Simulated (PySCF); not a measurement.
Molecule: Ga2(mu-H)2(Me)4, C4H14Ga2, singlet. Atoms near the plane z = 0.0 Å, at the GFN2-xTB optimised geometry (x, y, z in Å): Ga1 (-0.1, 0.4, 0.0), C4 (1.9, 0.4, 0.0), H5 (2.3, 0.9, 0.9), H6 (2.3, 1.0, -0.8), H7 (2.3, -0.6, -0.1), C8 (-1.5, -1.0, 0.5), H10 (-1.0, -2.0, 0.3), H11 (-2.3, -0.9, -0.2), H12 (-0.7, 2.0, 0.0).

Method: CAM-B3LYP/def2-SVP run with PySCF 2.14.0. Cells within 0.4 Å of a nucleus heavier than hydrogen are left out (blank, or x). The values are rescaled to run from 0 to 1.

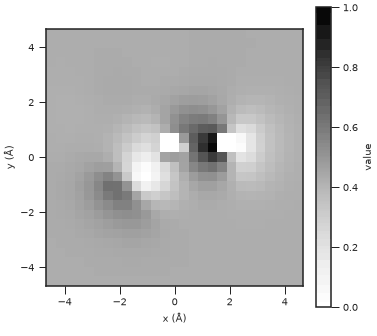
a field on the plane z = 0.0 Å.

**Question.** Which quantity is mapped?
A) electron localisation function
B) an orbital amplitude
C) Laplacian of the electron density
D) log10 of the electron density

**Answer.** B, an orbital amplitude. In full: HOMO amplitude (bohr^(-3/2)).
